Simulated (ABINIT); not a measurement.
**Al2O3 (Corundum): G0W0 with ABINIT, start to end**

Wanted: ground state, empty states, screening and self-energy for Al2O3 (Corundum).

Method: PBE and many-body steps on it, plane waves, in ABINIT 10.8.3.

**The experiments to reproduce.**

- Gap 8.7 eV: optical band gap of host from absorption; optical absorption, quoted from earlier work; bulk crystal (high-purity reference sample) (quoted in “Multi-petahertz electron interference in Cr:Al2O3 solid-state material”, 2018, pmc:5906618).

Most raw output is cut from this account.

## 1. Starting point

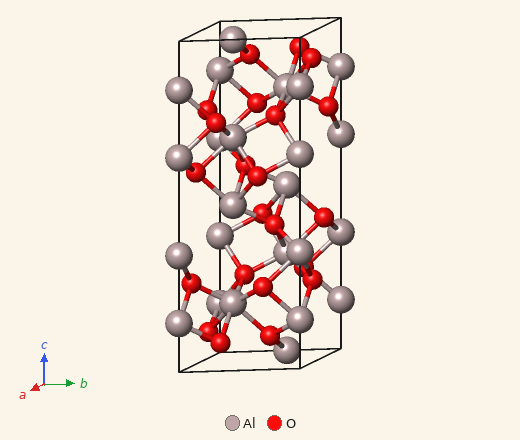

Start, viewed slightly off an axis; aluminium light grey, oxygen red. This picture shows the conventional cell, with its axes. Some periodic images of atoms are drawn too.

The cell and positions come from the Crystallography Open Database and are kept as given unless a step says otherwise.

## 2. Ground state

This step: ABINIT 10.8.3; DFT, PBE, plane waves, norm-conserving pseudopotentials.

The ground-state density comes first.

Contents of run.abi:

```
acell 3*1.0 Angstrom
rprim 
  2.380249999995 1.374237978213 4.331866666707
  -2.380249999995 1.374237978213 4.331866666707
  -0.000000000000 -2.748475956495 4.331866666685
ntypat 2
znucl 13 8
natom 10
typat 1 1 1 1 2 2 2 2 2 2
xred 
  0.352160000000 0.352160000000 0.352160000000
  0.147840000000 0.147840000000 0.147840000000
  0.647840000000 0.647840000000 0.647840000000
  0.852160000000 0.852160000000 0.852160000000
  0.556680000000 0.943320000000 0.250000000000
  0.250000000000 0.556680000000 0.943320000000
  0.943320000000 0.250000000000 0.556680000000
  0.443320000000 0.056680000000 0.750000000000
  0.750000000000 0.443320000000 0.056680000000
  0.056680000000 0.750000000000 0.443320000000
pp_dirpath "pseudos"
pseudos "Al.upf, O.upf"
ecut 36
ngkpt 6 6 6
nshiftk 1
shiftk 0 0 0
kptopt 1
chksymbreak 0
nband 33
occopt 1
tolvrs 1e-10
nstep 60
prtwf 0
optforces 0
optstress 0
indata_prefix "in"
outdata_prefix "out"
tmpdata_prefix "tmp"
```

Launch:

```sh
OMP_NUM_THREADS=1 mpirun -n 8 abinit run.abi > log
```

Elapsed: 52 s, on 8 MPI ranks of Intel Xeon Platinum 8488C (Sapphire Rapids), shared host; peak memory 0.9 GiB; 6.8 min of CPU time.

Numbers from this step:

```
total energy               : -2969.2589 eV
gap                        : 6.266 eV
k of the valence top       : 0, 0, 0
k of the conduction bottom : 0, 0, 0
least direct gap           : 6.266 eV
```

The gap is direct, at Γ.

## 3. Empty states on the mesh, 4×4×4 mesh, 62 bands

The sums over transitions need many empty states on a uniform mesh; this step solves for them.

run.abi: that of step 2 with these lines changed.

```diff
@@ -23,3 +23,3 @@
 ecut 36
-ngkpt 6 6 6
+ngkpt 4 4 4
 nshiftk 1
@@ -28,9 +28,10 @@
 chksymbreak 0
-nband 33
-occopt 1
-tolvrs 1e-10
+iscf -2
+irdden 1
+istwfk *1
+nband 62
+nbdbuf 4
+tolwfr 1e-09
 nstep 60
-prtwf 0
-optforces 0
-optstress 0
+prtvol 0
 indata_prefix "in"
```

The job ended after 35 s (8 MPI ranks; peak memory 0.72 GiB).

This step gave:

| Property | Result |
| --- | --- |
| gap | 6.266 eV |
| k of the valence top | 0, 0, 0 |
| k of the conduction bottom | 0, 0, 0 |
| least direct gap | 6.266 eV |
| k points computed | 13 |
| lowest point of the top converged band, above the valence top | 24.57 eV |

On this mesh the gap is 6.266 eV.

## 4. Screening, 4×4×4 mesh, 58 bands, screening to 87.1 eV

The RPA dielectric matrix is built and inverted for each q.

This step: RPA screening on PBE, plane waves, norm-conserving pseudopotentials.

run.abi: that of step 3 with these lines changed.

```diff
@@ -28,10 +28,11 @@
 chksymbreak 0
-iscf -2
-irdden 1
 istwfk *1
-nband 62
-nbdbuf 4
-tolwfr 1e-09
-nstep 60
-prtvol 0
+occopt 1
+irdwfk 1
+optdriver 3
+nband 58
+ecuteps 3.2
+inclvkb 2
+awtr 1
+symchi 1
 indata_prefix "in"
```

It took 57 s on 8 MPI ranks; peak memory 3.3 GiB.

Numbers from this step:

```
ε∞ with local fields, on this mesh, along the program's q direction : 3.034
the same without local fields                                       : 3.151
plasma frequency                                                    : 27.90 eV
plane waves in the screening matrix                                 : 157
```

Local fields lower ε∞ by 4 %.

## 5. Self-energy, 4×4×4 mesh, 58 bands, screening to 87.1 eV

The self-energy is evaluated for the states that the input lists, and the levels follow from it, in one-shot runs by the linearised quasiparticle equation.

This step: G0W0 on PBE, plane waves, norm-conserving pseudopotentials.

run.abi: that of step 4 with these lines changed.

```diff
@@ -31,8 +31,15 @@
 irdwfk 1
-optdriver 3
+optdriver 4
 nband 58
+gwcalctyp 0
+ecutsigx 36
+symsigma 1
+nkptgw 1
+kptgw 
+  0.0000000000 0.0000000000 0.0000000000
+bdgw 
+  22 26
 ecuteps 3.2
-inclvkb 2
-awtr 1
-symchi 1
+irdscr 1
+ppmodel 1
 indata_prefix "in"
```

It took 4.1 s on 8 MPI ranks; peak memory 2.1 GiB; 30 s of CPU time.

Numbers from this step:

```
G0W0 gap on the points computed              : 8.606 eV
starting gap on the mesh                     : 6.266 eV
k of the valence top                         : 0, 0, 0
k of the conduction bottom                   : 0, 0, 0
Z at the valence top                         : 0.819
Z at the conduction bottom                   : 0.861
least direct G0W0 gap on the computed points : 8.606 eV
```

The gap on the mesh goes from 6.27 eV to 8.61 eV, a correction of +2.34 eV.

Limits: finite bands, cutoff and mesh. v1 is the top filled band, c1 the lowest empty one. The levels before and after the correction (eV, zero at the valence-band top of each column):

```csv
,conduction bottom,valence top
Kohn-Sham,6.27,0.00
G0W0,8.61,0.00
```

```csv
,level,energy (eV)
Kohn-Sham,Γ v3-v2,-0.045
Kohn-Sham,Γ v1,0.000
Kohn-Sham,Γ c1,6.266
Kohn-Sham,Γ c2,9.188
G0W0,Γ v3-v2,-0.085
G0W0,Γ v1,0.000
G0W0,Γ c1,8.606
G0W0,Γ c2,11.703
```

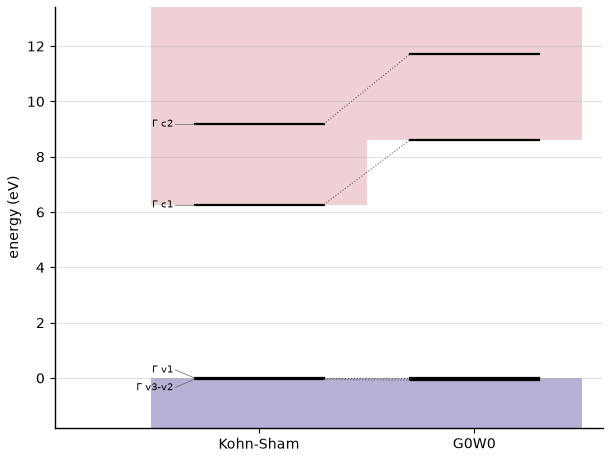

Levels before and after the correction. Shaded: valence and conduction bands.

## 6. Where the time went

Times are wall times on 8 MPI ranks of Intel Xeon Platinum 8488C (Sapphire Rapids), shared host, good to a factor of about two.

```csv
step,time,share,memory (GiB)
ground state,52 s,35 %,0.9
empty states on the mesh,35 s,24 %,0.72
screening,57 s,38 %,3.3
self-energy,4.1 s,3 %,2.1
```

## 7. Outcome

| Property | Result |
| --- | --- |
| PBE gap | 6.27 eV, direct |
| G0W0 gap on the mesh | 8.61 eV |
| GW settings | 4×4×4 mesh, 58 bands, screening to 87.1 eV, Godby-Needs plasmon pole |
| known limits | not at the basis limit |

What this shows: G0W0 moves the gap on the mesh from 6.27 eV to 8.61 eV (+2.34 eV), with Z of 0.82 and 0.86 at the edges. Local fields lower the RPA ε∞ on this mesh from 3.15 to 3.03. Only 1 of the mesh's irreducible points was corrected, so a valley elsewhere could overtake. Against experiment, by G0W0@PBE: the gap of 8.61 eV lies −0.09 eV from the measured 8.7 eV (optical, quoted 2018). An exciton line or allowed optical edge lies below the quasiparticle gap by the binding energy; a forbidden edge can push the onset above it. The calculation has static nuclei and no excitons; a measured gap holds zero-point and thermal motion, which mostly lowers it. Bands and cutoff are finite, so the gap is not at the basis limit. The miss can reach some tenths of an eV and take either sign; the mesh is an error of its own. In the G0W0 run levels were corrected at 1 k point alone, so a gap called «on the mesh» is the least over those, and an edge elsewhere would be missed.

[Paths, hosts, dates, memory and timing lines, banners, echoed tables and standing remarks are left out of the program output.]

[Logs are printed without paths, hosts, clocks, repeated set-up lines and the standing remarks that a program may print on its own settings, such as how far it seeks lower states.]

[Runs of the session that timed out or met a known fault of the program may be left out.]

[No measured gap is set beside runs whose start may be inverted or whose files or cutoffs have a known fault.]

[Hosts, paths, dates, database ids (printed as entryN), source tags and the programs' standing remarks are cut or masked in the printed files.]

[G0W0 gaps are taken among the corrected bands and points alone; a level outside them can change the order at an edge.]

[Where Ansatz stands beside ABINIT at settings called matched, ABINIT's density can come from a denser mesh and the files from another edition; pairs whose starting gaps differed by over 0.03 eV were left out, so agreement reads better than it is.]
